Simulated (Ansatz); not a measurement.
One crystal and one scan (scan of one atom of the cell) at two levels, PBE (plane waves to 420 eV, PAW, scalar-relativistic; Ansatz, a quantum-chemistry and plane-wave program) and PBEsol (plane waves to 420 eV, PAW, scalar-relativistic; Ansatz), each from its own relaxed cell and on its own mesh. The cell shown is that of PBE.

Starting cell, Sc (hcp, Mg type):

```
CELL_PARAMETERS angstrom
      3.31949     0.00000     0.00000
     -1.65974     2.87476     0.00000
      0.00000     0.00000     5.16639
ATOMIC_POSITIONS crystal
  Sc 0.33333 0.66667 0.75000
  Sc 0.66667 0.33333 0.25000
```

In each cell atom 1 (Sc, nearest neighbour Sc at 3.217 Å; its periodic images, 3.3 Å or more away, move with it) moves by s·(0.577, 0.577, 0.577) (along Cartesian [111]), the rest being held.

E stands for the smeared free energy. Sc is run without spin polarisation. Sc was relaxed with its symmetry unable to fall. The PAW data are Ansatz's earlier set. With partly filled bands, energies and forces of such displacements shift with the k mesh and the smearing. Percentages come from the unrounded values. Both scans cover s from -0.320 to 0.320 Å.

```csv
quantity,PBE,PBEsol,PBE − PBEsol
Lattice constant a (Å),3.319,3.277,+0.042 (+1.3 %)
Lattice constant c (Å),5.166,5.085,+0.081 (+1.6 %)
Relaxed volume (Å³/atom),24.65,23.65,+1.00 (+4.2 %)
Energy at s = 0.320 Å (meV/cell),121,127,-6 (-5 %)
Force along the line at s = -0.320 Å (eV/Å),0.796,0.832,-0.036 (-4.4 %)
Force constant k = d²E/ds² at s = 0 (finite differences) (eV/Å²),2.39,2.53,-0.14 (-5 %)
```

PBE gives the higher value for: lattice constant a; lattice constant c; relaxed volume. PBE gives the lower value for: energy at s = 0.320 Å; force along the line at s = -0.320 Å; force constant k = d²E/ds² at s = 0. Both give the same symmetry of the curve: not even: the negative side lies higher at ±0.320 Å. Neither level is exact: the differences show how much the result hangs on the functional.

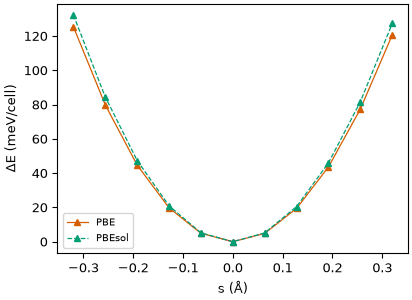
*ΔE, each from the undisplaced structure of its own level.*

(A displaced cell: forces are minus the slopes of the energy, force constants its curvatures, and phonons follow from these.)
